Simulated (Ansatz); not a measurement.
# C3H10Si (trimethylsilane): B3LYP/cc-pVDZ

Aim: the energy change on altering one bond length of C3H10Si (trimethylsilane) at B3LYP/cc-pVDZ, from 2 runs. 

The calculation is run with Ansatz 0.2.0.

46 further runs of the same task are left out: 1 that didn't finish, 45 set aside as unsound or not needed.

## 1. The structure to begin with

The species is C3H10Si (14 atoms), meant as a singlet with charge 0. SMILES: `C[SiH](C)C`. Geometry: relaxed at PBE0-D4/def2-TZVP.

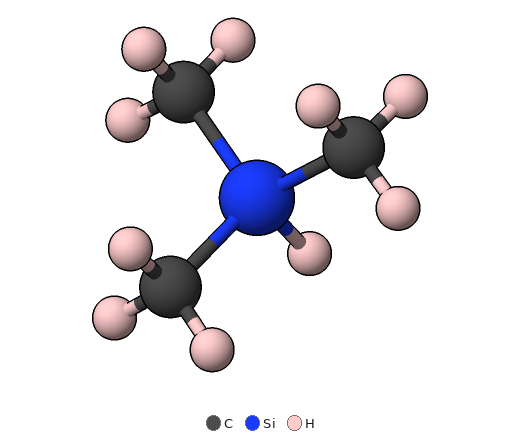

Viewed from a chosen angle; carbon dark grey, silicon blue, hydrogen pink.

## 2. A single-point energy at B3LYP/cc-pVDZ

File input.yaml:

```yaml
crystal:
  periodic: [false, false, false]
  atoms:
    - {symbol: C, position_ang: [-0.956800, 1.082600, -1.038400]}
    - {symbol: Si, position_ang: [-0.338800, -0.014600, 0.348900]}
    - {symbol: C, position_ang: [1.239400, 0.684100, 1.077800]}
    - {symbol: C, position_ang: [-0.051300, -1.756700, -0.277600]}
    - {symbol: H, position_ang: [-1.888100, 0.697200, -1.460900]}
    - {symbol: H, position_ang: [-1.145900, 2.098700, -0.683100]}
    - {symbol: H, position_ang: [-0.221600, 1.141300, -1.845900]}
    - {symbol: H, position_ang: [-1.379500, -0.059300, 1.420400]}
    - {symbol: H, position_ang: [2.029000, 0.733500, 0.322800]}
    - {symbol: H, position_ang: [1.601800, 0.063500, 1.901200]}
    - {symbol: H, position_ang: [1.081800, 1.694100, 1.464300]}
    - {symbol: H, position_ang: [-0.968800, -2.184000, -0.689800]}
    - {symbol: H, position_ang: [0.706900, -1.767300, -1.065700]}
    - {symbol: H, position_ang: [0.291900, -2.413100, 0.526000]}
basis:
  gaussian: {orbitals: cc-pVDZ}
magnetization: {spin_polarized: false, initial_magnetization: 0}
hamiltonian: {xc: {name: B3LYP}}
accuracy: high
output: {orbitals: {seedname: orbitals}}
```

Launch:

```console
ansatz run input.yaml --threads 1 --pin off --max-ram 3480MiB --events-out events.jsonl --progress --plain --runs-dir runs
```

Standard output:

```text
Warning: RAYON_NUM_THREADS=1 ignored (pool sized by the plan → 1); use --threads N
Functional definition: B3LYP
  name "B3LYP"
  parameter a0 = 0.2
  parameter ax = 0.72
  parameter ac = 0.81
  exchange = (1 - a0 - ax)*slater_x + ax*b88_x + a0*exact_x
  correlation = (1 - ac)*vwn_rpa_c + ac*lyp_c
2718 factors; integrals over basis functions are off by at most 4.0e-9 eV
mean field evaluation 1: about -11140.5000 eV, gradient 7.3e1 eV
mean field evaluation 2: about -11135.3043 eV, gradient 8.1e1 eV
mean field evaluation 4: about -11153.0927 eV, gradient 1.6e0 eV
mean field evaluation 8: about -11153.2889 eV, gradient 7.2e-2 eV
mean field evaluation 16: about -11153.2889 eV, gradient 3.2e-6 eV
mean field -11153.28891309 eV, -409.8758075853 hartree, gradient 2.1e-8 eV, S^2 0.000000; 0 other end points of the search recorded, 0 dependent functions left out
reference -11153.28896137 eV, -409.8758093595 hartree; 21, 21 occupied and 89, 89 virtual orbitals, 2718 factors
Total energy: -11153.28896137 eV, -409.8758093595 hartree
```

It took 14 s on 1 thread of Arm Neoverse V1, shared host; peak memory 0.45 GiB.

## 3. The distorted shape

File job.yaml:

```yaml
basis:
  gaussian:
    orbitals: cc-pVDZ
crystal:
  periodic: [false, false, false]
  atoms:
    - {symbol: C, position_ang: [-1.049487, 1.247157, -1.246466]}
    - {symbol: Si, position_ang: [-0.338800, -0.014600, 0.348900]}
    - {symbol: C, position_ang: [1.239400, 0.684100, 1.077800]}
    - {symbol: C, position_ang: [-0.051300, -1.756700, -0.277600]}
    - {symbol: H, position_ang: [-1.980787, 0.861757, -1.668966]}
    - {symbol: H, position_ang: [-1.238587, 2.263257, -0.891166]}
    - {symbol: H, position_ang: [-0.314287, 1.305857, -2.053966]}
    - {symbol: H, position_ang: [-1.379500, -0.059300, 1.420400]}
    - {symbol: H, position_ang: [2.029000, 0.733500, 0.322800]}
    - {symbol: H, position_ang: [1.601800, 0.063500, 1.901200]}
    - {symbol: H, position_ang: [1.081800, 1.694100, 1.464300]}
    - {symbol: H, position_ang: [-0.968800, -2.184000, -0.689800]}
    - {symbol: H, position_ang: [0.706900, -1.767300, -1.065700]}
    - {symbol: H, position_ang: [0.291900, -2.413100, 0.526000]}
hamiltonian:
  xc: {name: B3LYP}
accuracy: high
output: {orbitals: {seedname: orbitals}}
```

Launch:

```console
ansatz run job.yaml --threads 1 --pin off --max-ram 3480MiB --events-out events.jsonl --progress --plain --runs-dir runs
```

Standard output (excerpt; [...] marks lines left out):

```text
Warning: RAYON_NUM_THREADS=1 ignored (pool sized by the plan → 1); use --threads N
[... 7 set-up lines as earlier in the session ...]
2695 factors; integrals over basis functions are off by at most 4.0e-9 eV
mean field evaluation 1: about -11140.1322 eV, gradient 7.2e1 eV
mean field evaluation 2: about -11134.2807 eV, gradient 8.1e1 eV
mean field evaluation 4: about -11152.6950 eV, gradient 2.5e0 eV
mean field evaluation 8: about -11152.8997 eV, gradient 1.3e-1 eV
mean field evaluation 16: about -11152.8998 eV, gradient 5.6e-6 eV
mean field -11152.89976067 eV, -409.8615064977 hartree, gradient 3.0e-8 eV, S^2 0.000000; 0 other end points of the search recorded, 0 dependent functions left out
reference -11152.89980934 eV, -409.8615082864 hartree; 21, 21 occupied and 89, 89 virtual orbitals, 2695 factors
Total energy: -11152.89980934 eV, -409.8615082864 hartree
```

Run time: 13 s. Hardware: 1 thread of Arm Neoverse V1, shared host; peak memory 0.44 GiB.

## 4. Outcome

At B3LYP/cc-pVDZ:

| quantity | value |
| --- | --- |
| first shape: total energy | -409.87581 Eh |
| first shape: HOMO energy | -8.20 eV |
| first shape: LUMO energy | 1.44 eV |
| first shape: HOMO–LUMO gap | 9.64 eV |
| distorted shape: total energy | -409.86151 Eh |
| distorted shape: HOMO energy | -7.59 eV |
| distorted shape: LUMO energy | 1.37 eV |
| distorted shape: HOMO–LUMO gap | 8.96 eV |
| energy change with the C1–Si2 bond stretched from 1.874 to 2.155 Å | 0.389 eV |

**Reading.** With the C1–Si2 bond stretched from 1.874 to 2.155 Å the energy rises by 0.39 eV (9.0 kcal/mol). The first shape isn't relaxed at this level, so the change isn't measured from a minimum.
